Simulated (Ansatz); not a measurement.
**LiBeF3 (model cell, started as cubic perovskite with Be in the octahedra): phonons and vibrational spectra**

Task: relax LiBeF3 (model cell, started as cubic perovskite with Be in the octahedra), then find its harmonic phonons.

Program: Ansatz 0.2.0. Level of theory: DFT PBE, scalar-relativistic, plane waves, PAW; PAW set soft_1. Results are calculated unless marked as measured.

The structure was built from a prototype and need not be the compound's stable phase.

## Step 1: The starting structure

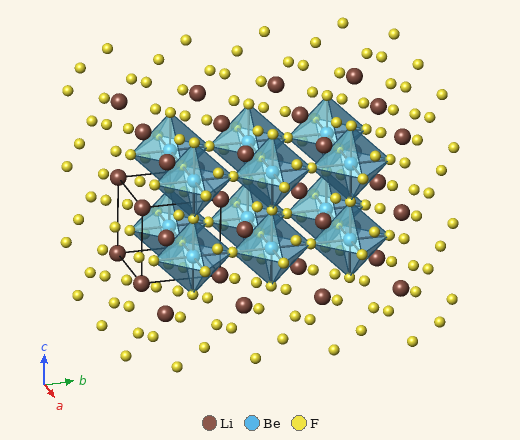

The cell as given, slightly off an axis (lithium brown, beryllium blue, fluorine yellow). 2×3×2 cells are drawn. Some periodic images of atoms are drawn too.

## Step 2: Bringing the structure to rest

Harmonic phonons are second derivatives at a point where the forces vanish, and they are wanted at zero stress, so atoms and cell are relaxed first.

input.yaml

```yaml
crystal:
  lattice:
    - [3.4888, 0.0, 0.0]
    - [0.0, 3.4888, 0.0]
    - [0.0, 0.0, 3.4888]
  atoms:
    - { symbol: Li, position: [0.0, 0.0, 0.0] }
    - { symbol: Be, position: [0.5, 0.5, 0.5] }
    - { symbol: F, position: [0.5, 0.5, 0.0] }
    - { symbol: F, position: [0.5, 0.0, 0.5] }
    - { symbol: F, position: [0.0, 0.5, 0.5] }
kpoints:
  mp_grid: { grid: [6, 6, 6] }
hamiltonian:
  xc: pbe
  pseudopotentials: { kind: paw, azcp: { folder: soft_1 } }
scf:
  occupations: { method: gaussian, width: 0.02 }
output:
  forces: true
  stress: true
  eigenvalues: true
relax:
  adjacent_minimum: "off"
  f_tol: 0.005
  max_steps: 80
  cell: { stress_tol: 0.05 }
```

Run with:

```console
ansatz run input.yaml --threads 4 --pin off --max-ram 16384MiB --backend cpu --events-out ev --progress --plain --runs-dir out
```

Numbers of over 12 decimals in the logs are rounded to 6 here.

What it wrote:

```text
Engine: ansatz 0.2.0, aarch64-unknown-linux-gnu
Pseudopotentials: kind: paw
Pseudopotential: Li, paw, valence charge 3, recommended cutoff 420 eV (normal), soft_1/Li.paw.azcp
Pseudopotential: Be, paw, valence charge 2, recommended cutoff 420 eV (normal), soft_1/Be.paw.azcp
Pseudopotential: F, paw, valence charge 7, recommended cutoff 420 eV (normal), soft_1/F.paw.azcp
Functional definition: PBE
  parameter kappa = 0.804
  parameter beta = 0.066725
  exchange = pbe_x(kappa = kappa, mu = beta*pi^2/3)
  correlation = pbe_c(beta = beta)
Crystal: 5 atoms, lattice volume = 42.465 Å³
Basis set: ecut = 420 eV, 799 PW (Γ), exchange–correlation on 48×48×48 points (8 copies of the dense FFT grid, shifted against one another)
Bands: 18, of which v1, the nominal top of the filled ones, is band 13 counted from 1 (12 counted from 0)
Symmetry: 48 space group operations
Space group: Pm-3m (ITA 221), of the structure as read, at distance tolerance 3.5e-5 Å
k-points: 20 of 216
Non-local potential: Li, projectors of the file, l = 0: 3, l = 1: 2, l = 2: 1
Non-local potential: Be, projectors of the file, l = 0: 2, l = 1: 2, l = 2: 1
Non-local potential: F, projectors of the file, l = 0: 2, l = 1: 2, l = 2: 1
PAW form: soft (Blöchl's): semilocal exchange-correlation on the pseudo side does not see the compensation charge
PAW one-centre angular grid: Li, 110 points (default); XC on 96 Gauss nodes
PAW one-centre angular grid: Be, 110 points (default); XC on 64 Gauss nodes
PAW one-centre angular grid: F, 110 points (default); XC on 64 Gauss nodes
Initial density: superposition of atomic densities (chi_scale 0.1, normalization cell, long waves kept (reshape's long-wave potential 0.02 eV rms))
Initial wavefunctions: pseudopotential atomic-orbital guess
Functional: x = pbe(κ = 0.804, μ = 0.219515), c = pbe(β = 0.066725)
SCF iter   1: F=—  HF=-2728.297678 eV  |F-HF|=—  |Δ(HF+E_count)|=         —  Δρ=6.40e-2  dr2=1.00e0  ethr=3.10e-3  ⟨swp⟩=6.0  Hψ=1769  notcnv=0
preconditioner: auto → none  [insulator: Δε(μ)=7.609 eV  Ē_g=19.626 eV  σ=0.020 eV  W_gap=1.00  n_scr=6 (ndim 8)  ℏωp=27.9 eV  f_vac=0.000  D(μ)=0.00/eV (n_scr^D=0)  ε∞_Penn≈3.0]
SCF iter   2: F=—  HF=-2728.385591 eV  |F-HF|=—  |Δ(HF+E_count)|=   8.79e-2  Δρ=2.76e-2  dr2=1.27e-1  ethr=3.10e-3  ⟨swp⟩=2.1  Hψ=789  notcnv=0  defer=20
SCF iter   3: F=—  HF=-2728.402392 eV  |F-HF|=—  |Δ(HF+E_count)|=   1.68e-2  Δρ=1.20e-2  dr2=2.94e-2  ethr=4.89e-4  ⟨swp⟩=2.1  Hψ=603  notcnv=0  defer=20
SCF iter   4: F=—  HF=-2728.417190 eV  |F-HF|=—  |Δ(HF+E_count)|=   1.48e-2  Δρ=7.52e-4  dr2=1.69e-4  ethr=1.13e-4  ⟨swp⟩=2.4  Hψ=681  notcnv=0  defer=20
SCF iter   5: F=—  HF=-2728.417323 eV  |F-HF|=—  |Δ(HF+E_count)|=   1.32e-4  Δρ=1.15e-4  dr2=2.09e-6  ethr=6.51e-7  ⟨swp⟩=2.0  Hψ=676  notcnv=0  defer=20
SCF iter   6: F=—  HF=-2728.416448 eV  |F-HF|=—  |Δ(HF+E_count)|=   8.74e-4  Δρ=3.95e-5  dr2=3.92e-7  ethr=3.85e-10  ⟨swp⟩=9.8  Hψ=1896  notcnv=0
SCF iter   7: F=-2728.416448 eV  HF=-2728.416448 eV  |F-HF|=3.55e-10  |Δ(HF+E_count)|=   1.24e-8  Δρ=4.27e-6  dr2=3.58e-9  ethr=3.85e-10  ⟨swp⟩=5.0  Hψ=1489  notcnv=0
SCF 1 converged in 7 iterations: F = -2728.416448 eV  dr2 = 3.58e-9
  greatest PAW one-centre occupation: 1.000 electrons in one spin orbital (limit 2), on the Li atom at site 0 (counted from 0), in its partial waves of l = 0
relax step   1: F+E_penalty+E_count = -2728.41644833 eV  Δ(F+E_penalty+E_count) = +0.000e0 eV  max|allowed force component| = 2.384e-29 eV/Å  Δτ_max = 0.0000 Å  P = +0.786 GPa  Ω = 42.465 Å³  (7 SCF iters, dr2 threshold 1.00e-7 eV, accepted)
Crystal: 5 atoms, lattice volume = 42.606 Å³
Basis set: ecut = 420 eV, 847 PW (Γ), exchange–correlation on 48×48×48 points (8 copies of the dense FFT grid, shifted against one another)
Initial density: handed on by an earlier stage of this run
Initial wavefunctions: those handed on with the density
iter 1 solved again at ethr=1.16e-7 eV; its pass at ethr=3.10e-3 eV (dr2=3.02e-5 eV) is discarded
SCF iter   1: F=—  HF=-2728.417452 eV  |F-HF|=—  |Δ(HF+E_count)|=         —  Δρ=3.41e-4  dr2=2.88e-5  ethr=1.16e-7  ⟨swp⟩=2.0  Hψ=1868  notcnv=0
preconditioner: auto → none  [insulator: Δε(μ)=7.554 eV  Ē_g=19.625 eV  σ=0.020 eV  W_gap=1.00  n_scr=6 (ndim 8)  ℏωp=27.9 eV  f_vac=0.013  D(μ)=0.00/eV (n_scr^D=0)  ε∞_Penn≈3.0]
SCF iter   2: F=—  HF=-2728.416583 eV  |F-HF|=—  |Δ(HF+E_count)|=   8.70e-4  Δρ=8.60e-5  dr2=2.01e-6  ethr=1.11e-7  ⟨swp⟩=2.0  Hψ=598  notcnv=0
SCF iter   3: F=-2728.416582 eV  HF=-2728.416582 eV  |F-HF|=6.18e-8  |Δ(HF+E_count)|=   4.64e-7  Δρ=3.93e-5  dr2=3.79e-7  ethr=1.92e-9  ⟨swp⟩=5.0  Hψ=1541  notcnv=0
SCF 2 converged in 3 iterations: F = -2728.416582 eV  dr2 = 3.79e-7
relax step   2: F+E_penalty+E_count = -2728.41658218 eV  Δ(F+E_penalty+E_count) = -1.339e-4 eV  max|allowed force component| = 1.063e-29 eV/Å  Δτ_max = 0.0000 Å  P = +0.407 GPa  Ω = 42.606 Å³  energy of the carried Pulay correction = -3.887e-4 eV  (3 SCF iters, dr2 threshold 5.00e-7 eV, accepted)
Crystal: 5 atoms, lattice volume = 42.758 Å³
iter 1 solved again at ethr=1.59e-7 eV; its pass at ethr=3.10e-3 eV (dr2=4.13e-5 eV) is discarded
SCF iter   1: F=—  HF=-2728.417211 eV  |F-HF|=—  |Δ(HF+E_count)|=         —  Δρ=4.00e-4  dr2=4.02e-5  ethr=1.59e-7  ⟨swp⟩=2.0  Hψ=1873  notcnv=0
preconditioner: auto → none  [insulator: Δε(μ)=7.531 eV  Ē_g=19.590 eV  σ=0.020 eV  W_gap=1.00  n_scr=6 (ndim 8)  ℏωp=27.8 eV  f_vac=0.013  D(μ)=0.00/eV (n_scr^D=0)  ε∞_Penn≈3.0]
SCF iter   2: F=—  HF=-2728.416354 eV  |F-HF|=—  |Δ(HF+E_count)|=   8.57e-4  Δρ=1.11e-4  dr2=3.18e-6  ethr=1.55e-7  ⟨swp⟩=2.0  Hψ=591  notcnv=0
SCF iter   3: F=—  HF=-2728.416353 eV  |F-HF|=—  |Δ(HF+E_count)|=   5.43e-7  Δρ=5.15e-5  dr2=6.29e-7  ethr=1.59e-9  ⟨swp⟩=5.0  Hψ=1568  notcnv=0
SCF iter   4: F=-2728.416353 eV  HF=-2728.416353 eV  |F-HF|=1.19e-8  |Δ(HF+E_count)|=   7.15e-8  Δρ=9.29e-6  dr2=1.08e-8  ethr=1.59e-9  ⟨swp⟩=5.0  Hψ=1459  notcnv=0
SCF 3 converged in 4 iterations: F = -2728.416353 eV  dr2 = 1.08e-8
relax step   3: F+E_penalty+E_count = -2728.41635344 eV  Δ(F+E_penalty+E_count) = +2.287e-4 eV  max|allowed force component| = 8.723e-30 eV/Å  Δτ_max = 0.0000 Å  P = -0.003 GPa  Ω = 42.758 Å³  energy of the carried Pulay correction = -8.074e-4 eV  (4 SCF iters, dr2 threshold 4.14e-7 eV, accepted)
[...]
relax step   4: F+E_penalty+E_count = -2728.41748982 eV  Δ(F+E_penalty+E_count) = -1.136e-3 eV  max|allowed force component| = 4.483e-30 eV/Å  Δτ_max = 0.0000 Å  P = +0.053 GPa  Ω = 42.758 Å³  stress off target by 5.28e-2 GPa  SCF on the basis re-selected at this cell (its energy is not comparable with the rows above)  (7 SCF iters)
[...]
relax step   5: F+E_penalty+E_count = -2728.41744041 eV  Δ(F+E_penalty+E_count) = +4.940e-5 eV  max|allowed force component| = 9.805e-30 eV/Å  Δτ_max = 0.0000 Å  P = +0.003 GPa  Ω = 42.777 Å³  energy of the carried Pulay correction = -5.282e-5 eV  (4 SCF iters, dr2 threshold 6.98e-9 eV, accepted)
iter 1 solved again at ethr=2.12e-7 eV; its pass at ethr=3.10e-3 eV (dr2=5.52e-5 eV) is discarded
SCF iter   1: F=—  HF=-2728.418284 eV  |F-HF|=—  |Δ(HF+E_count)|=         —  Δρ=2.66e-5  dr2=2.32e-7  ethr=2.12e-7  ⟨swp⟩=2.8  Hψ=2617  notcnv=0
SCF iter   2: F=—  HF=-2728.417440 eV  |F-HF|=—  |Δ(HF+E_count)|=   8.43e-4  Δρ=3.29e-5  dr2=3.02e-7  ethr=8.94e-10  ⟨swp⟩=3.0  Hψ=700  notcnv=0
SCF iter   3: F=—  HF=-2728.417440 eV  |F-HF|=—  |Δ(HF+E_count)|=   7.21e-8  Δρ=1.40e-5  dr2=6.00e-8  ethr=8.94e-10  ⟨swp⟩=2.8  Hψ=591  notcnv=0
SCF iter   4: F=—  HF=-2728.417440 eV  |F-HF|=—  |Δ(HF+E_count)|=   6.62e-9  Δρ=9.14e-6  dr2=2.56e-8  ethr=2.31e-10  ⟨swp⟩=1.0  Hψ=360  notcnv=0
SCF iter   5: F=—  HF=-2728.417440 eV  |F-HF|=—  |Δ(HF+E_count)|=   2.47e-9  Δρ=6.31e-7  dr2=1.20e-10  ethr=9.84e-11  ⟨swp⟩=2.4  Hψ=593  notcnv=0
SCF iter   6: F=—  HF=-2728.417440 eV  |F-HF|=—  |Δ(HF+E_count)|=  1.46e-11  Δρ=5.33e-7  dr2=8.95e-11  ethr=1.00e-12  ⟨swp⟩=3.4  Hψ=959  notcnv=0
SCF iter   7: F=-2728.417440 eV  HF=-2728.417440 eV  |F-HF|=7.73e-12  |Δ(HF+E_count)|=  1.36e-11  Δρ=2.05e-7  dr2=1.33e-11  ethr=1.00e-12  ⟨swp⟩=2.9  Hψ=1103  notcnv=0
SCF 6 converged in 7 iterations: F = -2728.417440 eV  dr2 = 1.33e-11
relax step   6: F+E_penalty+E_count = -2728.41744042 eV  Δ(F+E_penalty+E_count) = -5.166e-10 eV  max|allowed force component| = 5.243e-30 eV/Å  Δτ_max = 0.0000 Å  P = +0.004 GPa  Ω = 42.777 Å³  stress off target by 3.61e-3 GPa  SCF on the basis re-selected at this cell (its energy is not comparable with the rows above)  (7 SCF iters)
basis re-selected at this cell: Δ(F+E_penalty+E_count) = -5.166e-10 eV, ΔP = +0.001 GPa vs the last step (what re-selecting the basis moved, of the pressure what is left beyond the Pulay correction that the steps carried, after the strain that the cell walked since its last selection, with what the two solves' SCF thresholds leave and, on support functions, any second-order correction that the steps lacked; it is no  [...]
SCF converged after 7 iterations
Free energy (F): -2728.417440 eV
Harris-Foulkes:  -2728.417440 eV  (|F-HF|=7.73e-12)
Internal energy: -2728.417440 eV  (E = F + TS)
E sigma→0 (E₀):  -2728.417440 eV
Fermi energy:    6.014771 eV
--- Per-component energies (eV) ---
  E_band       = -193.802706
  E_kinetic    = 632.526556
  E_local      = -1840.389640  (includes V_loc(G=0)·N_el)
  E_nonlocal   = 245.262527
  E_hartree    = 668.614687
  E_xc         = -261.356280
  E_vxc        = -329.928820  (∫ρ·V_xc dr)
  E_paw        = -698.445832  (= ΣΔE_a)
  E_vpaw       = -238.504875  (= ΣTr[D̂ρ^β])
  E_aug_tail   = 0.002297  (compensation charges beyond the density's cutoff)
  E_ewald      = -1474.631755
  E_smearing   = -0.000000  (= −TS)
  E_closure    = 0.000000  (closes the sum)
  Σ components = -2728.417440   (vs F -2728.417440, Δ=0.00e0)
--- Forces (eV/Å), atoms counted from 1 ---
  atom   1  Li     0.00000000     0.00000000     0.00000000
  atom   2  Be    -0.00000000    -0.00000000    -0.00000000
  atom   3  F      0.00000000     0.00000000    -0.00000000
  atom   4  F     -0.00000000    -0.00000000    -0.00000000
  atom   5  F      0.00000000    -0.00000000     0.00000000
  max |Σ_I F_I| component: 2.15e-30 eV/Å
--- Stress (GPa, compression-positive) ---
        0.003615       0.000000       0.000000
        0.000000       0.003615      -0.000000
        0.000000      -0.000000       0.003615
  P = ⅓ Tr σ = 0.0036 GPa (0.036 kbar)
--- Band table (eV; the first three rows and the last of 20) ---
  k-point 0: bands = [... 9 lower, 1.2150, 1.4818, 1.4818, 1.4818, 9.7792, 14.7542, 17.5192, 17.5192, ... 1 higher]
  k-point 1: bands = [... 9 lower, 1.1261, 1.1315, 1.4283, 1.4283, 10.2228, 15.0133, 15.8312, 17.2581, ... 1 higher]
  k-point 2: bands = [... 9 lower, 0.7470, 0.9526, 1.4149, 1.4149, 11.2569, 14.2208, 15.8279, 16.7827, ... 1 higher]
  k-point 19: bands = [... 9 lower, 1.0244, 2.2503, 2.2503, 2.2503, 13.8442, 14.5158, 14.5158, 14.5158, ... 1 higher]
--- Relaxed structure (4 steps of the walk, 4 accepted, 2 SCFs on fresh bases) ---
  F+E_penalty+E_count = -2728.41744042 eV   max|allowed force component| = 5.243e-30 eV/Å   (the final SCF, on the basis selected at the relaxed cell)
  cell:  # Å, volume = 42.7774 Å³
    - [3.497342, 0, 0]
    - [0, 3.497342, 0.0]
    - [0, 0, 3.497342]
  atoms:
    - { symbol: Li, position: [0, 0, 0] }
    - { symbol: Be, position: [0.5, 0.5, 0.5] }
    - { symbol: F, position: [0.5, 0.5, 0] }
    - { symbol: F, position: [0.5, 0, 0.5] }
    - { symbol: F, position: [0, 0.5, 0.5] }
```

Elapsed: 2.2 s, on 4 threads of Arm Neoverse V1, shared host; peak memory 0.3 GiB; 7.2 s of CPU time.

Step by step:

```csv
step,energy less that of the first step (eV),largest force component (eV/Å),pressure (GPa),volume (Å³)
1,0.0000,0.0000,0.79,42.46
2,-0.0001,0.0000,0.41,42.61
3,0.0001,0.0000,0.00,42.76
4*,-0.0010,0.0000,0.05,42.76
5,-0.0010,0.0000,0.00,42.78
6*,-0.0010,0.0000,0.00,42.78
```

Relaxation steps marked * repeat the geometry before them on a plane-wave basis chosen anew for their cell, so energy and pressure can jump there.

The run keeps the 48 symmetry operations that it works with, so distortions that break them were not tested.

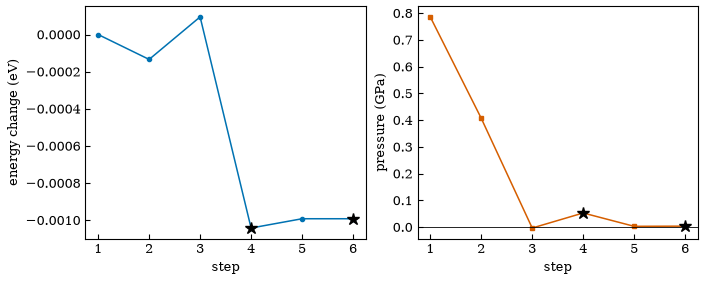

Energy and pressure along the relaxation. Stars mark steps on a basis chosen anew.

```csv
"conventional cell, symmetrised",before,after,change
a (Å),3.489,3.497,+0.2 %
b (Å),3.489,3.497,+0.2 %
c (Å),3.489,3.497,+0.2 %
volume (Å³/atom),8.49,8.56,+0.7 %
```

A gap read on the k-mesh alone can miss the band edges.

Numbers from this step:

| Item | Value |
| --- | --- |
| pressure | 0.003615 GPa |
| gap on the k-mesh | 7.529 eV |
| volume per atom | 8.555 Å³ |
| direct gap on mesh | 8.297 eV |

In this step the volume went from 8.49 to 8.56 Å³/atom.

## Step 3: Tight relaxation

Phonons need a cell at rest on their own settings, so the relaxation is repeated with tight tolerances on forces and stress, using the mesh and the filling of the phonon run that follows.

input.yaml, the sections that differ from step 2:

```yaml
crystal:
  lattice:
    - [3.497342264, 0.0, 0.0]
    - [0.0, 3.497342264, 0.0]
    - [0.0, 0.0, 3.497342264]
  atoms:
    - { symbol: Li, position: [0.0, 0.0, 0.0] }
    - { symbol: Be, position: [0.5, 0.5, 0.5] }
    - { symbol: F, position: [0.5, 0.5, 0.0] }
    - { symbol: F, position: [0.5, 0.0, 0.5] }
    - { symbol: F, position: [0.0, 0.5, 0.5] }
kpoints:
  mp_grid: { grid: [8, 8, 8] }
scf:
  occupations: { method: fixed }
relax:
  adjacent_minimum: "off"
  f_tol: 0.001
  max_steps: 60
  cell: { stress_tol: 0.01 }
# hamiltonian, output: as in step 2
```

What it wrote:

```text
[...]
Crystal: 5 atoms, lattice volume = 42.777 Å³
Basis set: ecut = 420 eV, 847 PW (Γ), exchange–correlation on 48×48×48 points (8 copies of the dense FFT grid, shifted against one another)
Bands: 18, of which v1, the nominal top of the filled ones, is band 13 counted from 1 (12 counted from 0)
Symmetry: 48 space group operations
[...]
k-points: 35 of 512
[...]
cell:  # Å, volume = 42.7774 Å³
    - [3.497342264, 0.0, 0.0]
    - [0.0, 3.497342264, 0.0]
    - [0.0, 0.0, 3.497342264]
  atoms:
    - { symbol: Li, position: [0.0, 0.0, 0.0] }
    - { symbol: Be, position: [0.500000, 0.500000, 0.500000] }
    - { symbol: F, position: [0.500000, 0.500000, 0.0] }
    - { symbol: F, position: [0.500000, 0.0, 0.500000] }
    - { symbol: F, position: [0.0, 0.500000, 0.500000] }
[key lines of the parts left out:]
SCF converged after 8 iterations
Free energy (F): -2728.417276 eV
Fermi energy:    2.250276 eV
P = ⅓ Tr σ = 0.0023 GPa (0.023 kbar)
```

Elapsed: 1.2 s, on 4 threads; peak memory 0.32 GiB; 4.1 s of CPU time.

Little changed from the start: no atom moved by 0.005 Å and no cell edge by 0.1 %.

This step gave:

- pressure: 0.002321 GPa

The forces vanish by symmetry and the pressure is 0.002 GPa, within the tolerances set. The cell now holds 8.56 Å³/atom.

[end of part 1 of 2]

[Logs are printed without paths, hosts, clocks, repeated set-up lines and the standing remarks that a program may print on its own settings, such as how far it seeks lower states.]

[Hosts, paths, dates, database ids (printed as entryN), source tags and the programs' standing remarks are cut or masked in the printed files.]
